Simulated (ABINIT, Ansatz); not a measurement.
# KF (Carobbiite): G0W0 with ABINIT, start to end, part 2 of 3

Wanted: ground state, empty states, screening and self-energy for KF (Carobbiite).

ABINIT 10.8.3; PBE and many-body steps on it, plane waves. Known limits of the many-body steps: not at the basis limit.

So far. Step 2 (Ground state): The gap is direct, at Γ.

**3. Bands along the symmetry lines**

Level of this step: DFT, PBE, plane waves, norm-conserving pseudopotentials (ABINIT).

Levels along a band path, at the cheap level, show where the edges lie and whether the meshes to come will hold them.

Input file run.abi:

```
acell 3*1.0 Angstrom
rprim 
  -0.000000000000 2.671850000000 2.671850000000
  2.671850000000 -0.000000000000 2.671850000000
  2.671850000000 2.671850000000 0.000000000000
ntypat 2
znucl 19 9
natom 2
typat 1 2
xred 
  0.000000000000 0.000000000000 0.000000000000
  0.500000000000 0.500000000000 0.500000000000
pp_dirpath "pseudos"
pseudos "K.upf, F.upf"
ecut 36
iscf -2
irdden 1
kptopt 0
nkpt 50
kpt 
  0.00000000 0.00000000 0.00000000
  0.06250000 0.00000000 0.06250000
  0.12500000 0.00000000 0.12500000
  0.18750000 0.00000000 0.18750000
  0.25000000 0.00000000 0.25000000
  0.31250000 0.00000000 0.31250000
  0.37500000 0.00000000 0.37500000
  0.43750000 0.00000000 0.43750000
  0.50000000 0.00000000 0.50000000
  0.51562500 0.03125000 0.51562500
  0.53125000 0.06250000 0.53125000
  0.54687500 0.09375000 0.54687500
  0.56250000 0.12500000 0.56250000
  0.57812500 0.15625000 0.57812500
  0.59375000 0.18750000 0.59375000
  0.60937500 0.21875000 0.60937500
  0.62500000 0.25000000 0.62500000
  0.37500000 0.37500000 0.75000000
  0.32812500 0.32812500 0.65625000
  0.28125000 0.28125000 0.56250000
  0.23437500 0.23437500 0.46875000
  0.18750000 0.18750000 0.37500000
  0.14062500 0.14062500 0.28125000
  0.09375000 0.09375000 0.18750000
  0.04687500 0.04687500 0.09375000
  0.00000000 0.00000000 0.00000000
  0.06250000 0.06250000 0.06250000
  0.12500000 0.12500000 0.12500000
  0.18750000 0.18750000 0.18750000
  0.25000000 0.25000000 0.25000000
  0.31250000 0.31250000 0.31250000
  0.37500000 0.37500000 0.37500000
  0.43750000 0.43750000 0.43750000
  0.50000000 0.50000000 0.50000000
  0.50000000 0.46875000 0.53125000
  0.50000000 0.43750000 0.56250000
  0.50000000 0.40625000 0.59375000
  0.50000000 0.37500000 0.62500000
  0.50000000 0.34375000 0.65625000
  0.50000000 0.31250000 0.68750000
  0.50000000 0.28125000 0.71875000
  0.50000000 0.25000000 0.75000000
  0.50000000 0.21875000 0.71875000
  0.50000000 0.18750000 0.68750000
  0.50000000 0.15625000 0.65625000
  0.50000000 0.12500000 0.62500000
  0.50000000 0.09375000 0.59375000
  0.50000000 0.06250000 0.56250000
  0.50000000 0.03125000 0.53125000
  0.50000000 0.00000000 0.50000000
istwfk *1
nband 15
nbdbuf 2
tolwfr 1e-08
nstep 40
prtwf 0
prtvol 0
indata_prefix "in"
outdata_prefix "out"
tmpdata_prefix "tmp"
```

Launch:

```console
$ OMP_NUM_THREADS=1 mpirun -n 8 abinit run.abi > log
```

Numbers of over 12 decimals in the logs are rounded to 6 here.

What it wrote:

```text
.Version 10.8.3 of ABINIT. v10.8.2 released Aug 2026.

 Symmetries : space group Fm -3 m (#225); Bravais cF (face-center cubic)
[... echo of the input left out ...]
== DATASET  1 ==================================================================
-   mpi_nproc: 8, omp_nthreads: 1 (-1 if OMP is not activated)

--- !DatasetInfo
iteration_state: {dtset: 1, }
dimensions: {natom: 2, nkpt: 50, mband: 15, nsppol: 1, nspinor: 1, nspden: 1, mpw: 2693, }
cutoff_energies: {ecut:  36.0, pawecutdg:  -1.0, }
electrons: {nelect:   1.60000000E+01, charge:   0.00000000E+00, occopt:   1.00000000E+00, tsmear:   1.00000000E-02, }

 Real(R)+Recip(G) space primitive vectors, cartesian coordinates (Bohr,Bohr^-1):
 R(1)=  0.0000000  5.0490647  5.0490647  G(1)= -0.0990282  0.0990282  0.0990282
 R(2)=  5.0490647  0.0000000  5.0490647  G(2)=  0.0990282 -0.0990282  0.0990282
 R(3)=  5.0490647  5.0490647  0.0000000  G(3)=  0.0990282  0.0990282 -0.0990282
 Unit cell volume ucvol=  2.5743217E+02 bohr^3
 Angles (23,13,12)=  6.00000000E+01  6.00000000E+01  6.00000000E+01 degrees

 getcut: wavevector=  0.0000  0.0000  0.0000  ngfft=  40  40  40
         ecut(hartree)=     36.000   => boxcut(ratio)=   2.07404

--- Pseudopotential description ------------------------------------------------
- K Generated using ONCVPSP code by D. R. Hamann
- 19.00000   9.00000  171031                  znucl, zion, pspdat
12 -101130 2 -1 2222                          pspcod,pspxc,lmax,lloc,mmax
     nproj     2     2     2
  pspatm : epsatm=    8.42413758
         --- l  ekb(1:nproj) -->
             0   10.871123    0.806704
             1    4.379001    0.553647
             2   -3.405842   -1.029115
 pspatm: atomic psp has been read  and splines computed

- F Generated using ONCVPSP code by D. R. Hamann
-  9.00000   7.00000  171031                  znucl, zion, pspdat
12 -101130 2 -1 832                           pspcod,pspxc,lmax,lloc,mmax
     nproj     2     2     1
  pspatm : epsatm=    4.87625608
         --- l  ekb(1:nproj) -->
[...]
2   -2.441503
 pspatm: atomic psp has been read  and splines computed

--------------------------------------------------------------------------------

================================================================================
 prteigrs : about to open file out_EIG
 Non-SCF case, kpt    1 (  0.00000  0.00000  0.00000), residuals and eigenvalues=
  3.31E-09  1.28E-09  3.72E-09  4.88E-09  9.18E-09  4.82E-09  7.04E-09  2.91E-09
  2.73E-09  5.26E-09  9.06E-09  3.05E-09  6.26E-09  6.22E-09  4.64E-09
 -9.5489E-01 -6.7869E-01 -3.3934E-01 -3.3934E-01 -3.3934E-01  4.8043E-03
  4.8043E-03  4.8043E-03  2.3263E-01  3.9781E-01  3.9781E-01  3.9781E-01
[...]
Non-SCF case, kpt    2 (  0.06250  0.00000  0.06250), residuals and eigenvalues=
  5.19E-09  2.10E-09  1.26E-09  4.66E-09  8.59E-09  5.13E-09  4.81E-09  6.47E-09
[...]
4.23E-09  2.61E-09  3.66E-09  6.84E-09  7.44E-09  5.66E-09  3.06E-09  9.18E-09
  1.12E-09  7.71E-09  1.60E-09  7.86E-09  6.31E-09  3.11E-09  6.26E-09
[...]
Non-SCF case, kpt   49 (  0.50000  0.03125  0.53125), residuals and eigenvalues=
[...]
Non-SCF case, kpt   50 (  0.50000  0.00000  0.50000), residuals and eigenvalues=
[...]
-9.5066E-01 -6.7932E-01 -3.5975E-01 -3.4706E-01 -3.4706E-01 -2.8218E-03
  2.7846E-03  2.7846E-03  3.0741E-01  3.8435E-01  4.3910E-01  5.0161E-01
[...]
--- !ResultsGS
iteration_state: {dtset: 1, }
comment   : Summary of ground state results
lattice_vectors:
- [ -0.0000000,   5.0490647,   5.0490647, ]
- [  5.0490647,  -0.0000000,   5.0490647, ]
- [  5.0490647,   5.0490647,   0.0000000, ]
lattice_lengths: [   7.14046,    7.14046,    7.14046, ]
lattice_angles: [ 60.000,  60.000,  60.000, ] # degrees, (23, 13, 12)
lattice_volume:   2.5743217E+02
convergence: {deltae:  0.000E+00, res2:  0.000E+00, residm:  9.975E-09, diffor:  0.000E+00, }
etotal    :  -5.48240946E+01
entropy   :   0.00000000E+00
fermie    :   4.80427879E-03
cartesian_stress_tensor: null
pressure_GPa: null
xred      :
- [  0.0000E+00,   0.0000E+00,   0.0000E+00,  K]
- [  5.0000E-01,   5.0000E-01,   5.0000E-01,  F]
cartesian_forces: null
force_length_stats: {min: null, max: null, mean: null, }

 Integrated electronic density in atomic spheres:
 ------------------------------------------------
 Atom  Sphere_radius  Integrated_density
[...]
================================================================================

 ----iterations are completed or convergence reached----

 Mean square residual over all n,k,spin=   53.980E-10; max=  99.747E-10
 reduced coordinates (array xred) for    2 atoms
       0.000000000000      0.000000000000      0.000000000000
       0.500000000000      0.500000000000      0.500000000000

 cartesian coordinates (angstrom) at end:
    1      0.000000     0.000000     0.000000
    2      2.671850     2.671850     2.671850
 length scales=  1.889726125908  1.889726125908  1.889726125908 bohr
              =  1.000000000000  1.000000000000  1.000000000000 angstroms
 prteigrs : about to open file out_EIG
 Eigenvalues (hartree) for nkpt=  50  k points:
 kpt#   1, nband= 15, wtk=  1.00000, kpt=  0.0000  0.0000  0.0000 (reduced coord)
[...]
kpt#   2, nband= 15, wtk=  1.00000, kpt=  0.0625  0.0000  0.0625 (reduced coord)
[...]
kpt#   3, nband= 15, wtk=  1.00000, kpt=  0.1250  0.0000  0.1250 (reduced coord)
[...]
kpt#  49, nband= 15, wtk=  1.00000, kpt=  0.5000  0.0313  0.5313 (reduced coord)
  -0.95066   -0.67936   -0.35964   -0.34719   -0.34689   -0.00280    0.00228    0.00267
   0.30843    0.38542    0.43686    0.50164    0.52254    0.52464    0.58271
 kpt#  50, nband= 15, wtk=  1.00000, kpt=  0.5000  0.0000  0.5000 (reduced coord)
  -0.95066   -0.67932   -0.35975   -0.34706   -0.34706   -0.00282    0.00278    0.00278
   0.30741    0.38435    0.43910    0.50161    0.52252    0.52252    0.58469

== END DATASET(S) ==============================================================
================================================================================

 -outvars: echo values of variables after computation  --------
            nband          15
             nkpt          50
          spgroup         225
 [... the other variables as echoed above ...]

 Calculation completed.
```

The job ended after 7.2 s (8 MPI ranks of Arm Neoverse V1, shared host; peak memory 0.49 GiB).

This step gave:

```
gap                        : 6.200 eV
k of the valence top       : 0, 0, 0
k of the conduction bottom : 0, 0, 0
least direct gap           : 6.200 eV
```

The gap is 6.200 eV, as in the run before at this level.

The electronic bands at the labelled points (eV, zero at the top of the highest filled band; v1 is the highest filled band, c1 the lowest empty one):

| point | v4 | v3 | v2 | v1 | c1 | c2 | c3 | c4 |
| --- | --- | --- | --- | --- | --- | --- | --- | --- |
| Γ | -9.36 | 0.00 | 0.00 | 0.00 | 6.20 | 10.69 | 10.69 | 10.69 |
| X | -9.57 | -0.21 | -0.06 | -0.06 | 8.23 | 10.33 | 11.82 | 13.52 |
| U | -9.51 | -0.33 | -0.19 | -0.19 | 8.98 | 10.74 | 11.08 | 13.51 |
| jump to K | -9.51 | -0.33 | -0.19 | -0.19 | 8.98 | 10.74 | 11.08 | 13.51 |
| Γ | -9.36 | 0.00 | 0.00 | 0.00 | 6.20 | 10.69 | 10.69 | 10.69 |
| L | -9.40 | -0.78 | -0.34 | -0.34 | 9.09 | 10.63 | 12.05 | 12.05 |
| W | -9.45 | -0.40 | -0.16 | -0.16 | 9.75 | 9.75 | 11.21 | 13.35 |
| X | -9.57 | -0.21 | -0.06 | -0.06 | 8.23 | 10.33 | 11.82 | 13.52 |

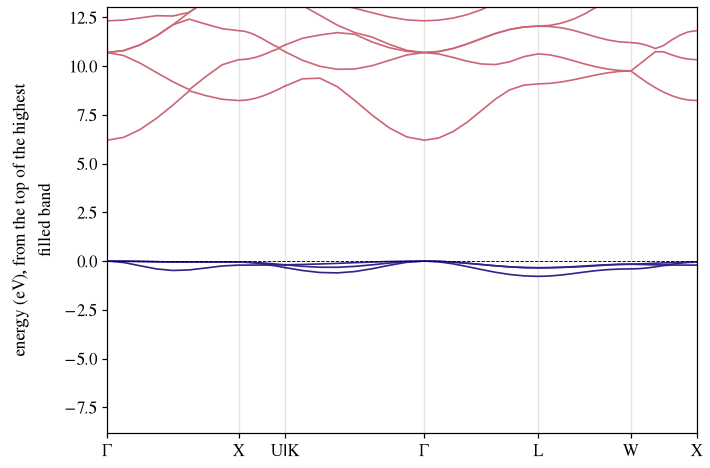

Electronic bands along the path; lines of filled and empty bands in two colours.

**4. Empty states on the mesh, 6×6×6 mesh, 708 bands**

The sums over transitions need many empty states on a uniform mesh; this step solves for them.

Input file run.abi:

```
acell 3*1.0 Angstrom
rprim 
  -0.000000000000 2.671850000000 2.671850000000
  2.671850000000 -0.000000000000 2.671850000000
  2.671850000000 2.671850000000 0.000000000000
ntypat 2
znucl 19 9
natom 2
typat 1 2
xred 
  0.000000000000 0.000000000000 0.000000000000
  0.500000000000 0.500000000000 0.500000000000
pp_dirpath "pseudos"
pseudos "K.upf, F.upf"
ecut 36
ngkpt 6 6 6
nshiftk 1
shiftk 0 0 0
kptopt 1
chksymbreak 0
irdden 1
istwfk *1
nband 708
prtvol 0
optdriver 6
gwr_task "HDIAGO"
paral_kgb 0
occopt 1
indata_prefix "in"
outdata_prefix "out"
tmpdata_prefix "tmp"
```

What it wrote:

```text
[banner, memory and clock lines left out]
.Version 10.8.3 of ABINIT. v10.8.2 released Aug 2026.

 Symmetries : space group Fm -3 m (#225); Bravais cF (face-center cubic)
[... echo of the input left out ...]
== DATASET  1 ==================================================================
-   mpi_nproc: 8, omp_nthreads: 1 (-1 if OMP is not activated)

--- !DatasetInfo
iteration_state: {dtset: 1, }
dimensions: {natom: 2, nkpt: 16, mband: 708, nsppol: 1, nspinor: 1, nspden: 1, mpw: 2685, }
cutoff_energies: {ecut:  36.0, pawecutdg:  -1.0, }
electrons: {nelect:   1.60000000E+01, charge:   0.00000000E+00, occopt:   1.00000000E+00, tsmear:   1.00000000E-02, }

.Using double precision arithmetic; gwpc =  8

- Reading GS density from: in_DEN

--- Pseudopotential description ------------------------------------------------
- K Generated using ONCVPSP code by D. R. Hamann
- 19.00000   9.00000  171031                  znucl, zion, pspdat
12 -101130 2 -1 2222                          pspcod,pspxc,lmax,lloc,mmax
     nproj     2     2     2
  pspatm : epsatm=    8.42413758
         --- l  ekb(1:nproj) -->
             0   10.871123    0.806704
             1    4.379001    0.553647
             2   -3.405842   -1.029115
 pspatm: atomic psp has been read  and splines computed

- F Generated using ONCVPSP code by D. R. Hamann
-  9.00000   7.00000  171031                  znucl, zion, pspdat
12 -101130 2 -1 832                           pspcod,pspxc,lmax,lloc,mmax
     nproj     2     2     1
  pspatm : epsatm=    4.87625608
         --- l  ekb(1:nproj) -->
             0    6.519403    1.070094
             1   -3.955629   -1.291931
             2   -2.441503
 pspatm: atomic psp has been read  and splines computed

   2.12806299E+02                                ecore*ucvol(ha*bohr**3)

 Total charge density [el/Bohr^3]
)     Maximum=    1.4478E+00  at reduced coord.    0.4750    0.5000    0.5750
)     Minimum=    1.0359E-03  at reduced coord.    0.2500    0.2500    0.2500
   Integrated=    1.6000E+01

 === KS gaps after direct diagonalization ===
 Direct band gap semiconductor
 Fundamental gap:     6.199 (eV)
   VBM:     0.131 (eV) at k: [ 0.0000E+00,  0.0000E+00,  0.0000E+00]
   CBM:     6.330 (eV) at k: [ 0.0000E+00,  0.0000E+00,  0.0000E+00]
 Direct gap:         6.199 (eV) at k: [ 0.0000E+00,  0.0000E+00,  0.0000E+00]

== END DATASET(S) ==============================================================

 -outvars: echo values of variables after computation  --------
           etotal      0.0000000000E+00
            nband         708
             nkpt          16
          spgroup         225
 [... the other variables as echoed above ...]

 Calculation completed.
```

Elapsed: 37 s, on 8 MPI ranks; peak memory 3.7 GiB.

Numbers from this step:

```yaml
gap: 6.199 eV
k_of_the_valence_top: 0, 0, 0
k_of_the_conduction_bottom: 0, 0, 0
least_direct_gap: 6.199 eV
k_points_computed: 16
lowest_point_of_the_top_converged_band_above_the_valence_top: 390.3015 eV
```

On this mesh the gap is 6.199 eV.

**5. Screening, 6×6×6 mesh, 700 bands, screening to 435.4 eV**

The RPA dielectric matrix is built and inverted for each q.

This step: RPA screening on PBE, plane waves, norm-conserving pseudopotentials.

Edit run.abi of step 4 so:

```diff
@@ -20,10 +20,11 @@
 chksymbreak 0
-irdden 1
 istwfk *1
-nband 708
-prtvol 0
-optdriver 6
-gwr_task "HDIAGO"
-paral_kgb 0
 occopt 1
+irdwfk 1
+optdriver 3
+nband 700
+ecuteps 16
+inclvkb 2
+awtr 1
+symchi 1
 indata_prefix "in"
```

What it wrote:

```text
.Version 10.8.3 of ABINIT. v10.8.2 released Aug 2026.

 Symmetries : space group Fm -3 m (#225); Bravais cF (face-center cubic)
[... echo of the input left out ...]
== DATASET  1 ==================================================================
-   mpi_nproc: 8, omp_nthreads: 1 (-1 if OMP is not activated)

--- !DatasetInfo
iteration_state: {dtset: 1, }
dimensions: {natom: 2, nkpt: 16, mband: 700, nsppol: 1, nspinor: 1, nspden: 1, mpw: 2685, }
cutoff_energies: {ecut:  36.0, pawecutdg:  -1.0, }
electrons: {nelect:   1.60000000E+01, charge:   0.00000000E+00, occopt:   1.00000000E+00, tsmear:   1.00000000E-02, }

 SCREENING: Calculation of the susceptibility and dielectric matrices

 Based on a program developped by R.W. Godby, V. Olevano, G. Onida, and L. Reining.
 Incorporated in ABINIT by V. Olevano, G.-M. Rignanese, and M. Torrent.
.Using double precision arithmetic ; gwpc =  8

[... cell and pseudopotentials left out ...]
--------------------------------------------------------------------------------

 ==== K-mesh for the wavefunctions ====
 Number of points in the irreducible wedge :    16
[... list of points left out ...]
 Together with 48 symmetry operations and time-reversal symmetry
 yields   216 points in the full Brillouin Zone.

 ==== Q-mesh for the screening function ====
 Number of points in the irreducible wedge :    16
[... list of points left out ...]
 Together with 48 symmetry operations and time-reversal symmetry
 yields   216 points in the full Brillouin Zone.

 setmesh: FFT mesh size selected  =    32x   32x   32
          total number of points  =        32768

 vcoul_init : cutoff-mode = AUXILIARY_FUNCTION
 q-points for optical limit:   1
     1)      0.000010    0.000020    0.000030

- screening: taking advantage of time-reversal symmetry
- Maximum band index for partially occupied states nbvw = 8
- Remaining bands to be divided among processors   nbcw = 692
- Number of bands treated by each node ~86

 Number of electrons calculated from density =   16.0000; Expected =   16.0000
 average of density, n =  0.062152
 r_s =    1.5661
 omega_plasma =   24.0483 [eV]

 calculating chi0 at frequencies [eV] :
  1    0.000000E+00    0.000000E+00
  2    0.000000E+00    2.404829E+01

--------------------------------------------------------------------------------
  q-point number  1        q = ( 0.000000, 0.000000, 0.000000) [r.l.u.]
--------------------------------------------------------------------------------
[... chi0 elements left out ...]
 For q-point:  0.000010 0.000020 0.000030
  dielectric constant =   1.8928
  dielectric constant without local fields =   2.1067

  Average fulfillment of the sum rule on Im[epsilon] for q-point    1 :     94.28  [%]
[... wings left out ...]
  q-point number  2        q = ( 0.166667, 0.000000, 0.000000) [r.l.u.]
--------------------------------------------------------------------------------
[... chi0 elements left out ...]
  Average fulfillment of the sum rule on Im[epsilon] for q-point    2 :     95.18  [%]

 [... 14 further q-points ...]
```

Elapsed: 32 min, on 8 MPI ranks; peak memory 11 GiB; 4.3 h of CPU time.

Numbers from this step:

```
ε∞ with local fields, on this mesh, along the program's q direction : 1.893
the same without local fields                                       : 2.107
plasma frequency                                                    : 24.05 eV
plane waves in the screening matrix                                 : 749
```

Local fields lower ε∞ by 10 %.

(Continued in part 3 of 3.)

[Paths, hosts, dates, memory and timing lines, banners, echoed tables and standing remarks are left out of the program output.]

[Logs are printed without paths, hosts, clocks, repeated set-up lines and the standing remarks that a program may print on its own settings, such as how far it seeks lower states.]

[Runs of the session that timed out or met a known fault of the program may be left out.]

[Hosts, paths, dates, database ids (printed as entryN), source tags and the programs' standing remarks are cut or masked in the printed files.]

[G0W0 gaps are taken among the corrected bands and points alone; a level outside them can change the order at an edge.]

[Where Ansatz stands beside ABINIT at settings called matched, ABINIT's density can come from a denser mesh and the files from another edition; pairs whose starting gaps differed by over 0.03 eV were left out, so agreement reads better than it is.]
